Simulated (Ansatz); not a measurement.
Consider C9H13F9O3Si.

```xyz
35

C    -3.8127    1.1299   -0.0255
O    -2.8542    0.1005   -0.1943
Si   -1.8076   -0.4592    0.9753
C    -0.2511    0.5693    1.1293
C     0.5798    0.5499   -0.1594
C     1.8494    1.3718   -0.0324
F     1.5457    2.6630    0.3187
F     2.6595    0.8722    0.9499
C     2.7042    1.4932   -1.3345
F     1.9818    2.1898   -2.2516
F     3.8303    2.1954   -1.0437
C     3.1234    0.1386   -1.9876
F     2.0447   -0.3846   -2.6280
F     3.5244   -0.7343   -1.0300
C     4.2801    0.2588   -3.0315
F     5.4480    0.4953   -2.4185
F     4.0268    1.2518   -3.9007
F     4.3754   -0.8964   -3.7104
O    -1.2829   -1.9645    0.4888
C    -2.1398   -3.0081    0.0512
O    -2.6984   -0.4890    2.3919
C    -2.2088   -0.8999    3.6540
H    -4.5343    1.0846   -0.8672
H    -4.3738    1.0211    0.9283
H    -3.3396    2.1391   -0.0369
H     0.3590    0.1858    1.9745
H    -0.5325    1.6105    1.3926
H     0.8557   -0.4899   -0.4221
H    -0.0011    0.9530   -1.0135
H    -1.5156   -3.8314   -0.3521
H    -2.7538   -3.4144    0.8863
H    -2.8307   -2.6621   -0.7483
H    -3.0508   -0.9106    4.3764
H    -1.7699   -1.9230    3.6218
H    -1.4310   -0.2065    4.0496
```

Geometry: PBE-D4/def2-SVP.

The calculation used RKS PBE0-D4/def2-TZVP (Ansatz 0.2.0).

### What can the converged electron density and electron localisation function tell about the bonding?

C–F (1.36 Å): ρ is about 2.2 e/Å³ halfway, with its minimum of 1.8 e/Å³ about 0.5 Å from C; the ELF peaks at about 0.85 between the atoms; a shared but strongly polarised pair.
C–C (1.52 Å): ρ at the midpoint is about 1.8 e/Å³; the ELF peaks at about 0.95 between the atoms, as expected for localised, covalent bonding.
Si–O (1.67 Å): ρ at the midpoint is about 1.1 e/Å³; the ELF peaks at about 0.90 between the atoms (a polar covalent bond).
C–Si (1.87 Å): ρ is about 1 e/Å³ halfway; the ELF peaks at about 0.95 between the atoms, as expected for a covalent bond.

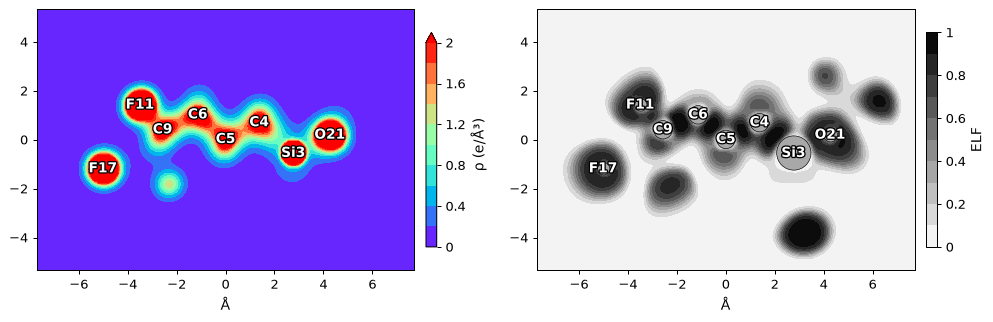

Computed electron density and electron localisation function on the plane of atoms C4, C5 and C6, in this order. Grey discs cover the atomic cores in the ELF map. 
